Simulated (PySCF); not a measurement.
C$_{5}$H$_{9}$Cl$_{3}$Si

The calculation's input:

```
{"job": {"kind": "nmr", "xc": "PBE0", "basis": "pcSseg-1"}, "charge": 0, "multiplicity": 1}
Cl     2.719683     1.646304    -0.950503
C      2.631951    -0.098583    -0.613673
C      1.183633    -0.553170    -0.656500
Cl     1.180615    -2.338812    -0.602838
C      0.327873     0.014585     0.469820
Cl     1.030246    -0.500346     2.061578
C     -1.103626    -0.397206     0.386813
C     -2.111210     0.413325     1.215201
Si    -2.346028     0.606398    -0.638698
H      3.065918    -0.268618     0.372116
H      3.221822    -0.605766    -1.376926
H      0.726167    -0.274242    -1.611026
H      0.423209     1.103678     0.458364
H     -1.225257    -1.472689     0.451064
H     -2.806337    -0.165923     1.806085
H     -1.687187     1.223729     1.792551
H     -3.395995    -0.138316    -1.303968
H     -1.844235     1.811969    -1.271118
```

Command:

```sh
OMP_NUM_THREADS=1 python probes_run.py task.json out
```

Geometry: GFN2-xTB.

Computed with PBE0/pcSseg-1, SCF density, gas phase, non-relativistic (PySCF 2.14.0).

What can the converged electron density and electron localisation function tell about the bonding?

Answer. C–C (1.49 Å): ρ is about 1.7 e/Å³ halfway; the ELF peaks at about 0.95 between the atoms (localised, covalent bonding).
C–H (1.09 Å): the density is about 2.1 e/Å³ at the midpoint; the ELF climbs to about 1 towards the hydrogen, as it does in any bond to H (an ordinary covalent bond to hydrogen).
C–C (1.54 Å): ρ at the midpoint is about 1.6 e/Å³; the ELF peaks at about 0.90 between the atoms: a shared electron pair.

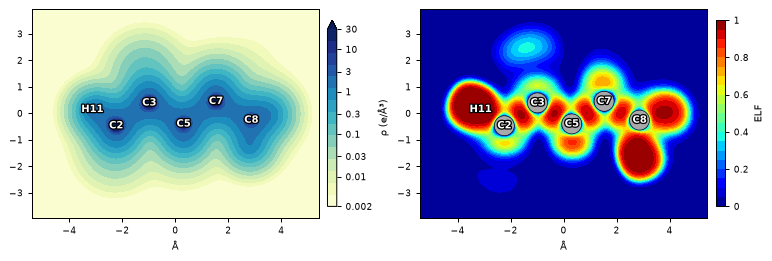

Computed electron density and electron localisation function on the plane of atoms C3, C2 and H11, in this order. Grey discs cover the atomic cores in the ELF map. 
